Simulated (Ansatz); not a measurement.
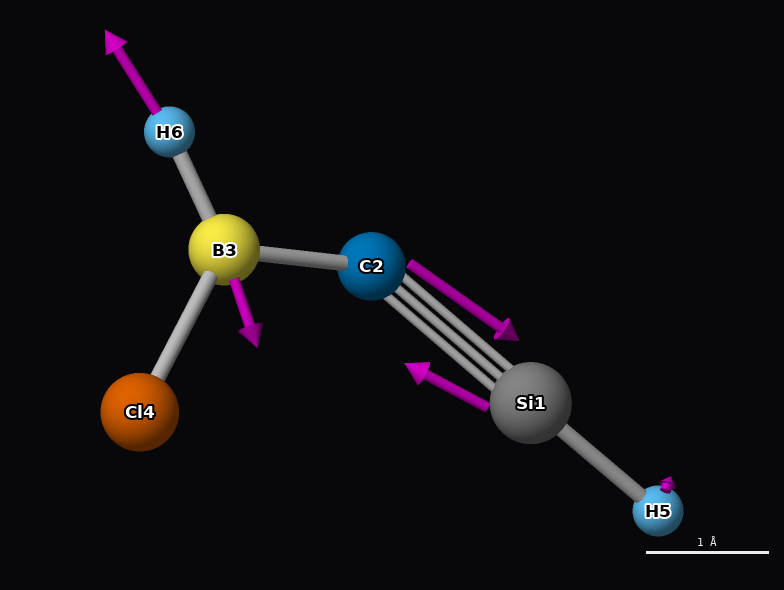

Arrows show the forces on the atoms, 0.2 Å of arrow for 1 eV/Å; forces under a tenth of the largest aren't drawn. Level of theory: r2SCAN0-D4/def2-TZVPP (Ansatz 0.2.0).

Question: On which atom is the force largest, and how large is it?

Answer: On C2: 5.68 eV/Å.

Question: Which bond do the forces act along most?

Answer: Si1–C2, now 1.738 Å: the forces pull its atoms together, so a first step downhill shortens it.

List the force components in the frame of the picture (x right, y up, z towards the viewer), in eV/Å.

```json
{"atom": "Si1", "Fx": "−3.42", "Fy": "1.82", "Fz": "0.78"}
{"atom": "C2", "Fx": "4.50", "Fy": "−3.18", "Fz": "−1.38"}
{"atom": "B3", "Fx": "0.96", "Fy": "−2.83", "Fz": "0.58"}
{"atom": "Cl4", "Fx": "−0.10", "Fy": "0.16", "Fz": "−0.03"}
{"atom": "H5", "Fx": "0.22", "Fy": "0.61", "Fz": "−0.25"}
{"atom": "H6", "Fx": "−2.16", "Fy": "3.41", "Fz": "0.31"}
```
